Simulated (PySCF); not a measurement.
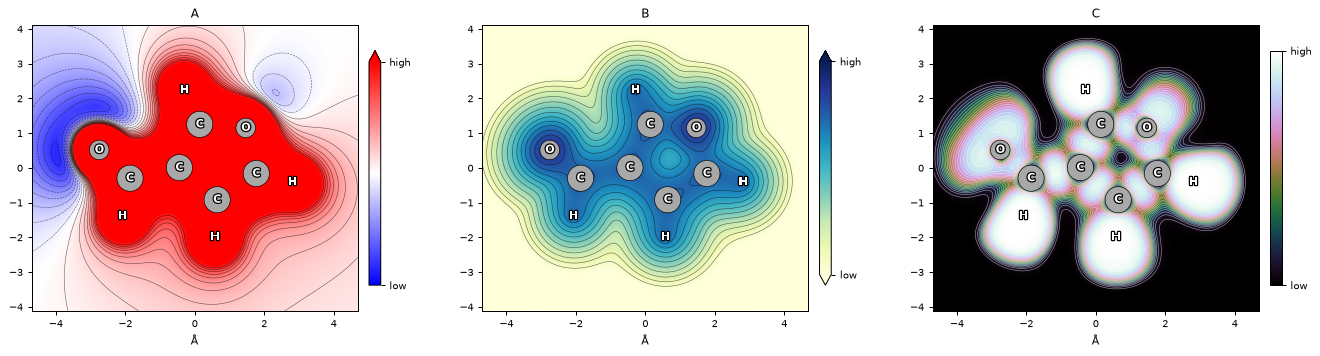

C$_{5}$H$_{4}$O$_{2}$: 3 fields on the molecular plane, with unlabelled colour scales. Grey discs cover the atomic cores.

Geometry: GFN2-xTB.

Method: CAM-B3LYP/def2-SVPD, SCF density, in a chloroform solvent model in PySCF.

Which field does each panel show? The fields are: electron density, electron localisation function and electrostatic potential.

Panel A: electrostatic potential (strongly positive close to the atoms, with negative regions outside electron-rich atoms). Panel B: electron density. Panel C: electron localisation function. From the grid: C–O (1.20 Å): ρ is about 3.4 e/Å³ halfway; the ELF peaks at about 0.85 between the atoms; a multiple bond. C–C (1.36 Å): ρ is about 2.2 e/Å³ halfway; the ELF peaks at about 0.95 between the atoms; a covalent bond.
